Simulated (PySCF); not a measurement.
**Geometry relaxation of C2H4F2 (part 1 of 2)**

C2H4F2, computed with OPBE/MINAO, RKS, SMD solvent cyclohexane (PySCF 2.14.0).

The geometry: force field. Figures and captions count atoms from 1; the log counts them from 0 in places.

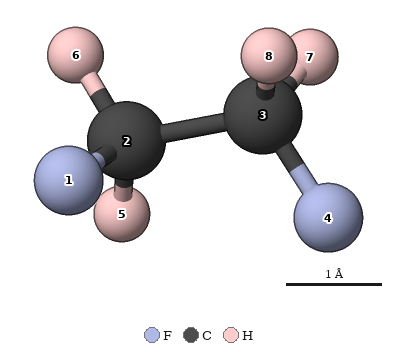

**Figure 1.** The starting structure (ball-and-stick view, seen at a tilt; atoms are numbered from 1 in the order of the input).

Key numbers:

```csv
quantity,value
outcome,converged
total energy,−277.944579 hartree
solvation energy,−0.004598 hartree
basis functions,24
HOMO,−8.04 eV
LUMO,−0.94 eV
dipole moment,2.73 D
hardware,"1 thread of Intel Xeon @ 2.50GHz (Skylake/Cascade Lake), 189 GiB of memory available, shared host"
wall time,13 min
peak memory,1.5 GiB
```

Input file (job.py):
```python
from pyscf import gto, dft, solvent
from pyscf import df
from pyscf.geomopt.geometric_solver import kernel as optimise

system = gto.Mole()
system.atom = '''
F       -1.238800       0.723800       0.874000
C       -0.110900       0.719100       0.183900
C        0.177300      -0.711200      -0.187400
F       -0.556000      -1.118100      -1.164400
H       -0.210200       1.333600      -0.727800
H        0.662600       1.159400       0.834800
H        1.258700      -0.804600      -0.546200
H        0.109300      -1.359100       0.677200
'''
system.verbose = 3
system.basis = 'minao'
system.max_memory = 1860
system.spin = 0
system.build()

myscf = dft.RKS(system, xc='opbe')
myscf = myscf.density_fit(auxbasis=df.aug_etb(system, beta=2.0))
myscf = myscf.SMD()
myscf.with_solvent.solvent = 'cyclohexane'
converged, mol_eq = optimise(myscf, maxsteps=100)
print('converged:', converged)
print(mol_eq.tostring())

myscf.reset(mol_eq)
system = mol_eq
myscf.kernel()
e_final = myscf.e_tot
print('E = %.10f Eh' % e_final)
```

Run as:
```bash
OMP_NUM_THREADS=1 python job.py
```

What the program printed:
```
#|     Arguments passed to driver run_optimizer():      |#
customengine              <pyscf.geomopt.geometric_solver.PySCFEngine object>
maxiter                   100
----------------------------------------------------------
Custom engine selected.
Bonds will be generated from interatomic distances less than 1.20 times sum of covalent radii
24 internal coordinates being used (instead of 24 Cartesians)
Internal coordinate system (atoms numbered from 1):
Distance 1-2
Distance 2-3
Distance 2-5
Distance 2-6
Distance 3-4
Distance 3-7
Distance 3-8
Angle 1-2-3
Angle 1-2-5
Angle 1-2-6
Angle 3-2-5
Angle 3-2-6
Angle 5-2-6
Angle 2-3-4
Angle 2-3-7
Angle 2-3-8
Angle 4-3-7
Angle 4-3-8
Angle 7-3-8
Dihedral 1-2-3-4
Dihedral 1-2-3-7
Dihedral 1-2-3-8
Dihedral 5-2-3-4
Dihedral 5-2-3-7
Dihedral 5-2-3-8
Dihedral 6-2-3-4
Dihedral 6-2-3-7
Dihedral 6-2-3-8
Translation-X 1-8
Translation-Y 1-8
Translation-Z 1-8
Rotation-A 1-8
Rotation-B 1-8
Rotation-C 1-8
<class 'geometric.internal.Distance'> : 7
<class 'geometric.internal.Angle'> : 12
<class 'geometric.internal.Dihedral'> : 9
<class 'geometric.internal.TranslationX'> : 1
<class 'geometric.internal.TranslationY'> : 1
<class 'geometric.internal.TranslationZ'> : 1
<class 'geometric.internal.RotationA'> : 1
<class 'geometric.internal.RotationB'> : 1
<class 'geometric.internal.RotationC'> : 1
> ===== Optimization Info: ====
> Job type: Energy minimization
> Maximum number of optimization cycles: 100
> Initial / maximum trust radius (Angstrom): 0.100 / 0.300
> Convergence Criteria:
> Will converge when all 5 criteria are reached:
>  |Delta-E| < 1.00e-06
>  RMS-Grad  < 3.00e-04
>  Max-Grad  < 4.50e-04
>  RMS-Disp  < 1.20e-03
>  Max-Disp  < 1.80e-03
> === End Optimization Info ===

Geometry optimization cycle 1
Cartesian coordinates (Angstrom)
 Atom        New coordinates             dX        dY        dZ
   F  -1.238800   0.723800   0.874000    0.000000  0.000000  0.000000
   C  -0.110900   0.719100   0.183900    0.000000 -0.000000  0.000000
   C   0.177300  -0.711200  -0.187400    0.000000  0.000000  0.000000
   F  -0.556000  -1.118100  -1.164400    0.000000  0.000000  0.000000
   H  -0.210200   1.333600  -0.727800    0.000000  0.000000  0.000000
   H   0.662600   1.159400   0.834800    0.000000  0.000000  0.000000
   H   1.258700  -0.804600  -0.546200    0.000000  0.000000  0.000000
   H   0.109300  -1.359100   0.677200    0.000000  0.000000  0.000000

WARN: Mole.unit (angstrom) is changed to Bohr

converged SCF energy = -277.836653622936
--------------- SMDDFRKS_Scanner (+SMD) gradients ---------------
         x                y                z
0 F     0.1633753628    -0.0075896918    -0.0935487881
1 C    -0.0670493092     0.0141836131     0.0300156478
2 C    -0.1193082719    -0.0577860982    -0.0547645524
3 F     0.1422224469     0.0721788897     0.1694996890
4 H    -0.0015290887    -0.0415262203     0.0688307998
5 H    -0.0695653744    -0.0273487328    -0.0366942939
6 H    -0.0541533688    -0.0039537470     0.0027654329
7 H     0.0059133861     0.0518102794    -0.0860628673
----------------------------------------------
cycle 1: E = -277.836653623  dE = -277.837  norm(grad) = 0.377251
Step    0 : Gradient = 1.334e-01/2.327e-01 (rms/max) Energy = -277.8366536229
Hessian Eigenvalues: 2.30000e-02 5.00000e-02 5.00000e-02 ... 3.56870e-01 6.13674e-01 7.07681e-01

Geometry optimization cycle 2
Cartesian coordinates (Angstrom)
 Atom        New coordinates             dX        dY        dZ
   F  -1.361926   0.793700   0.951207   -0.123126  0.069900  0.077207
   C  -0.126143   0.744288   0.200538   -0.015243  0.025188  0.016638
   C   0.197974  -0.747216  -0.210915    0.020674 -0.036016 -0.023515
   F  -0.626105  -1.201493  -1.281188   -0.070105 -0.083393 -0.116788
   H  -0.209612   1.391554  -0.788941    0.000588  0.057954 -0.061141
   H   0.744809   1.177984   0.877669    0.082209  0.018584  0.042869
   H   1.346606  -0.789131  -0.556712    0.087906  0.015469 -0.010512
   H   0.128084  -1.426218   0.751708    0.018784 -0.067118  0.074508
converged SCF energy = -277.935092873515
--------------- SMDDFRKS_Scanner (+SMD) gradients ---------------
         x                y                z
0 F     0.0372859402    -0.0030957902    -0.0203925489
1 C    -0.0120510032     0.0047933895     0.0076796567
2 C    -0.0348829541    -0.0150731651    -0.0170066274
3 F     0.0348433377     0.0181213458     0.0380547453
4 H    -0.0000743876    -0.0108647640     0.0156205469
5 H    -0.0178081087    -0.0044180100    -0.0075542122
6 H    -0.0118973763    -0.0024497529     0.0013998043
7 H     0.0045765187     0.0130078079    -0.0178074764
----------------------------------------------
cycle 2: E = -277.935092874  dE = -0.0984393  norm(grad) = 0.0904391
Step    1 : Displace = 1.057e-01/1.614e-01 (rms/max) Trust = 1.000e-01 (=) Grad = 3.198e-02/5.469e-02 (rms/max) E (change) = -277.9350928735 (-9.844e-02) Quality = 0.902
Hessian Eigenvalues: 2.30016e-02 5.00000e-02 5.00000e-02 ... 3.77489e-01 6.03099e-01 6.78460e-01

Geometry optimization cycle 3
Cartesian coordinates (Angstrom)
 Atom        New coordinates             dX        dY        dZ
   F  -1.403994   0.815448   0.967489   -0.042068  0.021748  0.016283
   C  -0.134363   0.752375   0.202493   -0.008219  0.008088  0.001956
   C   0.215088  -0.754688  -0.211694    0.017115 -0.007472 -0.000779
   F  -0.649693  -1.232818  -1.297061   -0.023588 -0.031325 -0.015873
   H  -0.214158   1.424203  -0.802213   -0.004546  0.032648 -0.013272
   H   0.779420   1.164655   0.881984    0.034611 -0.013329  0.004316
   H   1.380802  -0.769467  -0.561325    0.034196  0.019664 -0.004613
   H   0.119593  -1.459188   0.765180   -0.008491 -0.032970  0.013472
converged SCF energy = -277.943251203428
--------------- SMDDFRKS_Scanner (+SMD) gradients ---------------
         x                y                z
0 F     0.0122299383    -0.0011784228    -0.0069026239
1 C    -0.0063662182     0.0017600013     0.0039484941
2 C    -0.0145555682    -0.0071954077    -0.0102673927
3 F     0.0138509798     0.0079440810     0.0161547974
4 H    -0.0001824048    -0.0024602333     0.0033209696
5 H    -0.0042825762    -0.0014302438    -0.0020976837
6 H    -0.0021514968    -0.0008018029     0.0006624301
7 H     0.0014702403     0.0034049539    -0.0048398907
----------------------------------------------
cycle 3: E = -277.943251203  dE = -0.00815833  norm(grad) = 0.0350372
Step    2 : Displace = 3.595e-02/5.038e-02 (rms/max) Trust = 1.414e-01 (+) Grad = 1.239e-02/2.271e-02 (rms/max) E (change) = -277.9432512034 (-8.158e-03) Quality = 1.302
Hessian Eigenvalues: 2.30008e-02 4.99938e-02 5.00000e-02 ... 3.52532e-01 4.75662e-01 6.54712e-01

Geometry optimization cycle 4
Cartesian coordinates (Angstrom)
 Atom        New coordinates             dX        dY        dZ
   F  -1.421182   0.825843   0.977768   -0.017188  0.010395  0.010279
   C  -0.134024   0.754686   0.205284    0.000339  0.002310  0.002790
   C   0.222178  -0.758242  -0.211880    0.007089 -0.003554 -0.000186
   F  -0.661883  -1.253428  -1.311307   -0.012190 -0.020610 -0.014246
   H  -0.212455   1.436824  -0.802808    0.001703  0.012622 -0.000595
   H   0.791471   1.163383   0.889173    0.012051 -0.001273  0.007189
   H   1.390282  -0.761581  -0.569312    0.009480  0.007886 -0.007987
   H   0.115882  -1.472936   0.771038   -0.003711 -0.013747  0.005858
converged SCF energy = -277.944486405706
--------------- SMDDFRKS_Scanner (+SMD) gradients ---------------
         x                y                z
0 F     0.0017763413    -0.0001326104    -0.0010622162
1 C    -0.0019978689     0.0006839064     0.0015816972
2 C    -0.0039238575    -0.0024616062    -0.0052042571
3 F     0.0035339517     0.0019210542     0.0043193127
4 H    -0.0000708933     0.0000760118    -0.0002937678
5 H     0.0002498804     0.0000024899    -0.0000269520
6 H     0.0003192309     0.0000466861     0.0003522571
7 H     0.0001464354    -0.0000900765     0.0002996223
----------------------------------------------
cycle 4: E = -277.944486406  dE = -0.0012352  norm(grad) = 0.00975429
Step    3 : Displace = 1.631e-02/2.779e-02 (rms/max) Trust = 2.000e-01 (+) Grad = 3.449e-03/6.967e-03 (rms/max) E (change) = -277.9444864057 (-1.235e-03) Quality = 1.156
Hessian Eigenvalues: 2.29586e-02 4.99361e-02 5.00000e-02 ... 3.47756e-01 4.19376e-01 6.49081e-01

Geometry optimization cycle 5
Cartesian coordinates (Angstrom)
 Atom        New coordinates             dX        dY        dZ
   F  -1.423994   0.825698   0.980049   -0.002813 -0.000145  0.002281
   C  -0.132488   0.753953   0.206555    0.001536 -0.000733  0.001272
   C   0.223959  -0.758375  -0.210367    0.001782 -0.000133  0.001513
   F  -0.668014  -1.255017  -1.313933   -0.006131 -0.001589 -0.002626
   H  -0.210693   1.438281  -0.800486    0.001762  0.001457  0.002322
   H   0.791849   1.162904   0.892984    0.000378 -0.000479  0.003811
   H   1.390046  -0.762421  -0.574317   -0.000237 -0.000840 -0.005005
   H   0.115945  -1.475676   0.771260    0.000063 -0.002741  0.000222
converged SCF energy = -277.944558382101
--------------- SMDDFRKS_Scanner (+SMD) gradients ---------------
         x                y                z
0 F    -0.0001761972     0.0000714515     0.0001030190
1 C    -0.0004156087     0.0002006309     0.0004476380
2 C    -0.0011104163    -0.0008696083    -0.0023046297
3 F     0.0009699348     0.0004761673     0.0011760787
4 H    -0.0000466639     0.0002544854    -0.0004301117
5 H     0.0004859264     0.0001107914     0.0001068946
6 H     0.0003620647     0.0001194936     0.0002269382
7 H    -0.0000359122    -0.0003165528     0.0006358897
----------------------------------------------
cycle 5: E = -277.944558382  dE = -7.19764e-05  norm(grad) = 0.00339497
Step    4 : Displace = 3.340e-03/5.368e-03 (rms/max) Trust = 2.828e-01 (+) Grad = 1.200e-03/2.702e-03 (rms/max) E (change) = -277.9445583821 (-7.198e-05) Quality = 1.232
Hessian Eigenvalues: 2.22018e-02 4.88585e-02 5.00000e-02 ... 3.48987e-01 3.78980e-01 6.32509e-01

Geometry optimization cycle 6
Cartesian coordinates (Angstrom)
 Atom        New coordinates             dX        dY        dZ
   F  -1.424154   0.823599   0.980827   -0.000159 -0.002098  0.000778
   C  -0.131161   0.752936   0.208140    0.001327 -0.001017  0.001584
   C   0.224246  -0.758202  -0.209229    0.000287  0.000173  0.001138
   F  -0.673141  -1.253346  -1.313425   -0.005127  0.001671  0.000508
   H  -0.209001   1.438091  -0.797611    0.001693 -0.000190  0.002874
   H   0.790863   1.162155   0.896551   -0.000986 -0.000749  0.003567
   H   1.388095  -0.764584  -0.578888   -0.001951 -0.002164 -0.004570
   H   0.116723  -1.477202   0.770127    0.000777 -0.001526 -0.001134
converged SCF energy = -277.944570585712
--------------- SMDDFRKS_Scanner (+SMD) gradients ---------------
         x                y                z
0 F    -0.0004339450     0.0000769011     0.0002806890
1 C     0.0002052149    -0.0000069596    -0.0000727528
2 C    -0.0001288143    -0.0001278390    -0.0005835827
3 F     0.0001110858     0.0000098816     0.0000617592
4 H    -0.0000473143     0.0001077405    -0.0001718612
5 H     0.0002051351     0.0000689458     0.0000165208
6 H     0.0001663821     0.0000528864     0.0001368893
7 H    -0.0000481806    -0.0001331193     0.0002919364
----------------------------------------------
cycle 6: E = -277.944570586  dE = -1.22036e-05  norm(grad) = 0.000977342
Step    5 : Displace = 2.518e-03/3.392e-03 (rms/max) Trust = 3.000e-01 (+) Grad = 3.455e-04/6.112e-04 (rms/max) E (change) = -277.9445705857 (-1.220e-05) Quality = 1.221
Hessian Eigenvalues: 1.82869e-02 4.43564e-02 4.99998e-02 ... 3.51502e-01 4.03148e-01 6.05840e-01

Geometry optimization cycle 7
Cartesian coordinates (Angstrom)
 Atom        New coordinates             dX        dY        dZ
   F  -1.423739   0.821432   0.981608    0.000415 -0.002168  0.000782
   C  -0.130345   0.751866   0.210096    0.000816 -0.001071  0.001957
   C   0.223710  -0.758414  -0.208795   -0.000536 -0.000212  0.000434
   F  -0.677867  -1.251367  -1.311826   -0.004726  0.001979  0.001599
   H  -0.207434   1.437930  -0.794572    0.001566 -0.000161  0.003040
   H   0.790343   1.160380   0.899967   -0.000520 -0.001775  0.003416
   H   1.385766  -0.766326  -0.583145   -0.002329 -0.001742 -0.004258
   H   0.117774  -1.478874   0.768803    0.001051 -0.001672 -0.001324
converged SCF energy = -277.944573490139
--------------- SMDDFRKS_Scanner (+SMD) gradients ---------------
         x                y                z
0 F    -0.0002317397     0.0000335686     0.0001645716
1 C     0.0002858464    -0.0000583286    -0.0001859506
2 C     0.0001394583     0.0001326654     0.0001685248
3 F    -0.0000920925    -0.0000810893    -0.0002129504
4 H    -0.0000508723    -0.0000137432     0.0000010476
5 H    -0.0000090610     0.0000309810    -0.0000547870
6 H     0.0000257598    -0.0000081603     0.0000766099
7 H    -0.0000415710     0.0000150990     0.0000013749
----------------------------------------------
cycle 7: E = -277.94457349  dE = -2.90443e-06  norm(grad) = 0.000585521
Step    6 : Displace = 2.225e-03/2.773e-03 (rms/max) Trust = 3.000e-01 (=) Grad = 2.070e-04/3.460e-04 (rms/max) E (change) = -277.9445734901 (-2.904e-06) Quality = 1.130
Hessian Eigenvalues: 1.03805e-02 4.04475e-02 4.99993e-02 ... 3.58327e-01 4.15376e-01 5.96165e-01

Geometry optimization cycle 8
Cartesian coordinates (Angstrom)
 Atom        New coordinates             dX        dY        dZ
   F  -1.423251   0.819250   0.983212    0.000488 -0.002181  0.001604
   C  -0.129772   0.750435   0.212770    0.000573 -0.001431  0.002674
   C   0.222521  -0.759184  -0.208887   -0.001189 -0.000770 -0.000092
   F  -0.683508  -1.249644  -1.309687   -0.005641  0.001723  0.002139
   H  -0.205624   1.438170  -0.790616    0.001810  0.000240  0.003955
   H   0.790502   1.156984   0.904019    0.000159 -0.003396  0.004052
   H   1.382850  -0.767715  -0.588122   -0.002917 -0.001389 -0.004977
   H   0.119235  -1.481298   0.767323    0.001461 -0.002424 -0.001480
converged SCF energy = -277.944574979882
--------------- SMDDFRKS_Scanner (+SMD) gradients ---------------
         x                y                z
0 F     0.0000151433    -0.0000074320     0.0000075029
1 C     0.0001673044    -0.0000479996    -0.0001334918
2 C     0.0002146481     0.0002006493     0.0004628874
3 F    -0.0001220314    -0.0000741829    -0.0002460113
4 H    -0.0000466887    -0.0000761048     0.0000730184
5 H    -0.0001140966     0.0000154680    -0.0000848947
6 H    -0.0000509672    -0.0000422424     0.0000322722
7 H    -0.0000416102     0.0000870630    -0.0001536958
----------------------------------------------
cycle 8: E = -277.94457498  dE = -1.48974e-06  norm(grad) = 0.000708587
Step    7 : Displace = 2.374e-03/3.065e-03 (rms/max) Trust = 3.000e-01 (=) Grad = 2.505e-04/5.483e-04 (rms/max) E (change) = -277.9445749799 (-1.490e-06) Quality = 1.056
Hessian Eigenvalues: 4.14590e-03 3.84765e-02 4.99980e-02 ... 3.68559e-01 4.21539e-01 6.55831e-01

Geometry optimization cycle 9
Cartesian coordinates (Angstrom)
 Atom        New coordinates             dX        dY        dZ
   F  -1.422338   0.815386   0.987628    0.000913 -0.003864  0.004416
   C  -0.128941   0.747221   0.218427    0.000831 -0.003214  0.005656
   C   0.219608  -0.761354  -0.209642   -0.002913 -0.002170 -0.000754
   F  -0.694842  -1.247338  -1.305494   -0.011334  0.002306  0.004193
   H  -0.202157   1.439146  -0.782152    0.003468  0.000976  0.008464
   H   0.791753   1.148545   0.912030    0.001252 -0.008439  0.008011
   H   1.376865  -0.769793  -0.597906   -0.005984 -0.002078 -0.009784
   H   0.122354  -1.486655   0.764513    0.003119 -0.005357 -0.002810
converged SCF energy = -277.944576813194
--------------- SMDDFRKS_Scanner (+SMD) gradients ---------------
         x                y                z
0 F     0.0003337767    -0.0000531422    -0.0002087092
1 C    -0.0001019101    -0.0000015938     0.0000274870
2 C     0.0002543118     0.0001954832     0.0006144330
3 F    -0.0001148287    -0.0000365525    -0.0002069490
4 H    -0.0000259489    -0.0001135106     0.0001009298
5 H    -0.0001757906     0.0000100037    -0.0000916988
6 H    -0.0001106726    -0.0000627839    -0.0000231299
7 H    -0.0000445232     0.0001275443    -0.0002559634
```
